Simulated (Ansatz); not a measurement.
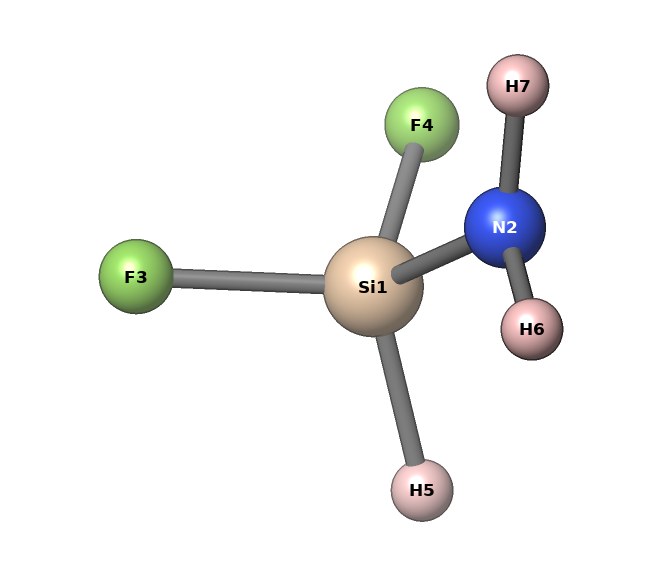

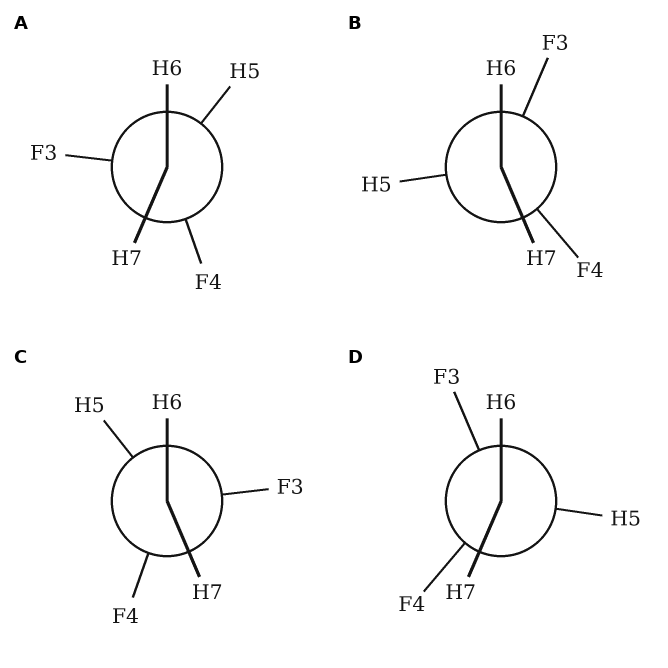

Atoms fade into the background with distance from the viewer. Bonds that would overlap in a projection are set slightly apart. The computed structure is the end point of a PBE0-D4/def2-TZVP optimisation.

> Which Newman projection shows the view along N2–Si1, with N2 in front?

C. The torsion angle H6–N2–Si1–F3 is 83°, about perpendicular.
